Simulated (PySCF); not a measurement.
# Cl₃Si, charge +1, SMILES `Cl[Si+](Cl)Cl`: electronic structure

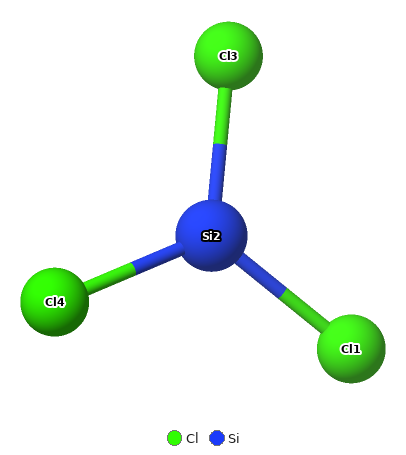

The molecule, with its atoms numbered as below. No frequency check shows the geometry to be a minimum.

Coordinates in Å:

```
Cl1     -0.3925    1.8994    0.0000
Si2      0.0001    0.0000    0.0000
Cl3     -1.4486   -1.2896    0.0000
Cl4      1.8411   -0.6098    0.0000
```

Part 1: Bonding charge

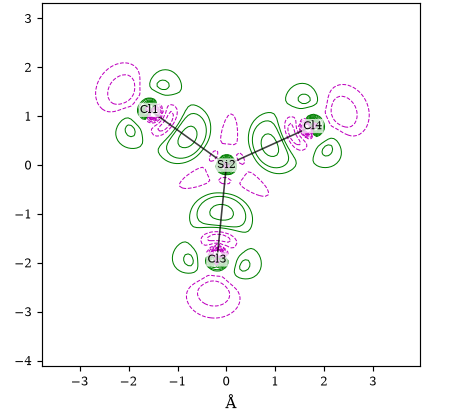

Deformation density (molecule less spherical, spin-averaged free atoms) in the molecular plane; contours at ±0.05 to ±0.8 e/Å³; solid green lines: gain, dashed magenta lines: loss.

Method: PBE0/6-311+G**; geometry: GFN2-xTB; program: PySCF.

Q: Describe the bonding that the map shows.

A: Si2–Cl4, Cl1–Si2 and Si2–Cl3: +0.14 e/Å³ at the bond critical point (bond length 1.94 Å). In all, 0.7 electrons gather in the regions of gain relative to the promolecule of neutral atoms (the regions of loss give up this much and the cation's charge besides). A small or negative value marks a very polar bond, one between electron-rich atoms, whose free-atom densities already overlap strongly, a long bond to a heavier atom, or a closed-shell contact such as a hydrogen bond.

Q: Where do the Hirshfeld charges lie?

A: The highest Hirshfeld charge is on Si2 (+0.60 e), the lowest on Cl1, Cl3 and Cl4 (+0.13 e).

Part 2: Bond critical points

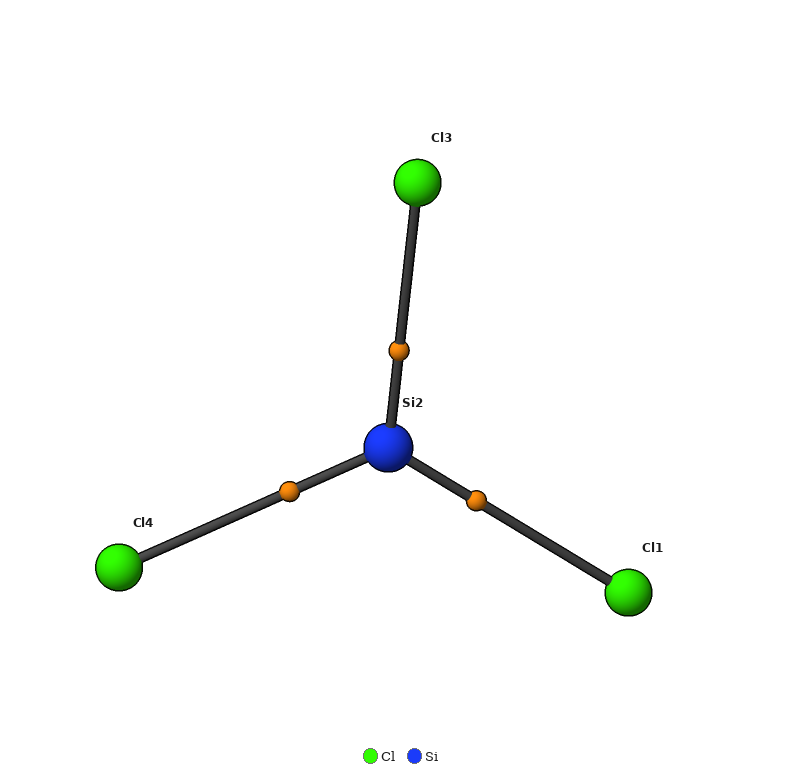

Molecular graph of the electron density (QTAIM): bond paths, bond critical points (orange), ring points (yellow, if any); weak paths are dashed.

Q: How many critical points of each kind are there, and does the count close?

A: 4 nuclei, 3 bond, 0 ring and 0 cage critical points: 4 − 3 + 0 − 0 = 1, as the Poincaré–Hopf relation requires.

Q: Give the properties at the bond critical points.

A:
```csv
bond,length (Å),ρ (a.u.),∇²ρ (a.u.),ε,H (a.u.)
Si2–Cl4 (3 alike),1.939,0.125,+0.36,0.08,−0.075
```

Q: What kind of interaction is Si2–Cl4?

A: Polar or intermediate (positive Laplacian, negative energy density H): ρ = 0.125, ∇²ρ = +0.36, H = −0.075 a.u.

Part 3: Local ionisation energy

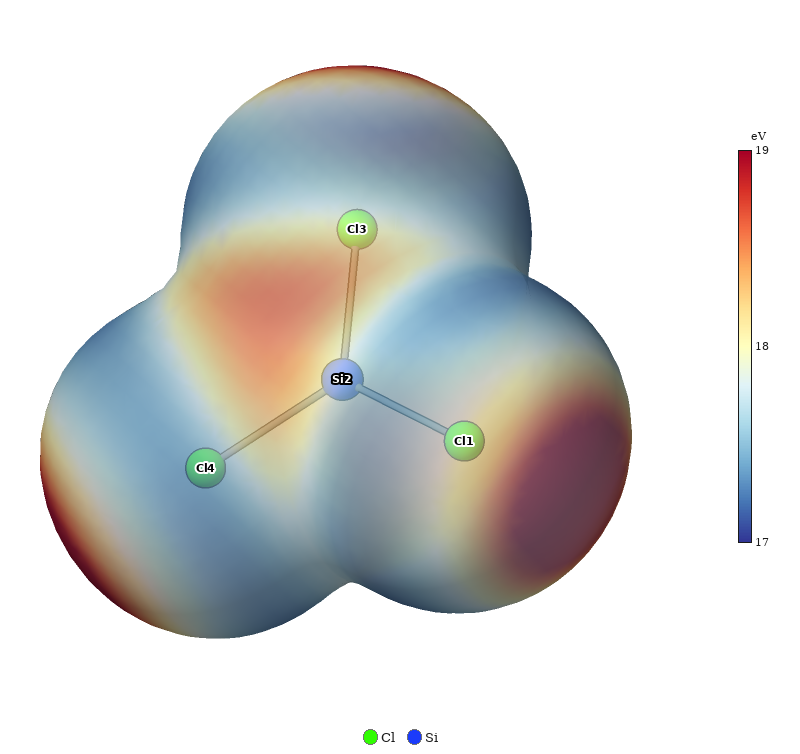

Average local ionisation energy on the surface of electron density 0.001 a.u.

Q: Where are the most loosely bound electrons on this surface?

A: The lowest value is 17.2 eV, 2.1 Å from Cl4, and at like points elsewhere. For comparison, the highest occupied orbital lies at −15.6 eV.

Q: What volume does the surface enclose?

A: About 105 Å³.

Part 4: Excited states

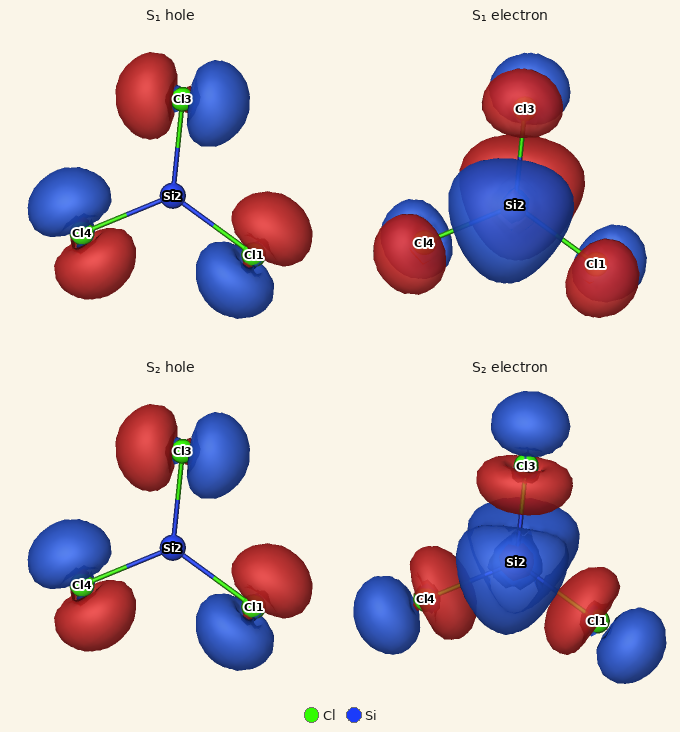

Leading natural transition orbitals (TDA singlet states).

Method: ωB97X/6-31+G*; geometry: GFN2-xTB; program: PySCF.

Q: Describe these excited states.

A: By state:
- S₁: 5.95 eV (208 nm), f = 0.000 (dark); the leading pair carries 100 %; hole on Cl1, Cl3 and Cl4 (32 % each), electron on Si2 (58 %) and Cl1, Cl3 and Cl4 (14 % each); their centroids lie 0.0 Å apart.
- S₂: 6.73 eV (184 nm), f = 0.000 (dark), n → σ*; the leading pair carries 98 %; hole on Cl1, Cl3 and Cl4 (32 % each) and Si2 (5 %), electron on Si2 (45 %) and Cl1, Cl3 and Cl4 (18 % each); their centroids lie 0.0 Å apart.

Part 5: Localised orbitals

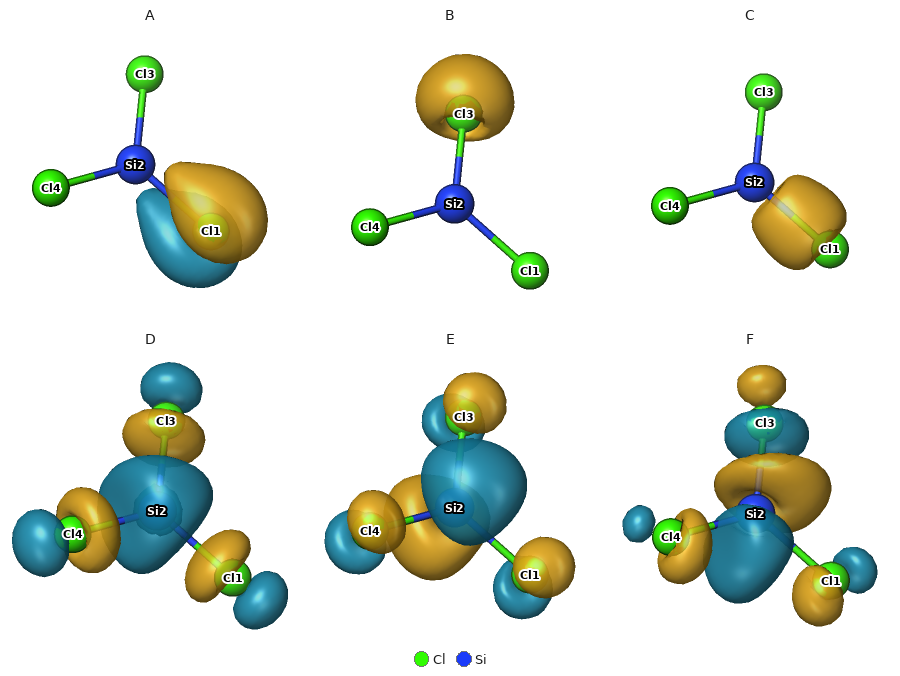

Intrinsic bond orbitals (IBO), occupied and valence-virtual; each surface holds about 70 % of the orbital's density. Energies are diagonal elements of the Fock matrix.

Computed with PySCF, LDA (SVWN)/def2-TZVP, geometry: GFN2-xTB.

Q: What does each orbital represent in a Lewis picture?

A: By panel:
- A: lone pair on Cl1 (p-type) (Cl1 90 %, Si2 10 %; −15.2 eV)
- B: lone pair on Cl3 (s-type) (Cl3 99 %; −22.9 eV)
- C: σ bond Cl1–Si2 (Cl1 66 %, Si2 33 %; −22.7 eV)
- D: antibonding multicentre orbital mainly over Si2, Cl4, Cl3 and Cl1 (Si2 53 %, Cl4 18 %, Cl3 14 %; −7.9 eV)
- E: delocalised π* orbital mainly over Si2, Cl4, Cl1 and Cl3 (Si2 70 %, Cl4 10 %, Cl1 10 %; −8.9 eV)
- F: σ* orbital Si2–Cl3, mostly on Si2 (Si2 66 %, Cl3 18 %, Cl4 10 %; −3.3 eV)

Q: How do all the valence pairs divide up?

A: 12 pairs: 9 lone pairs and 3 σ bonds.
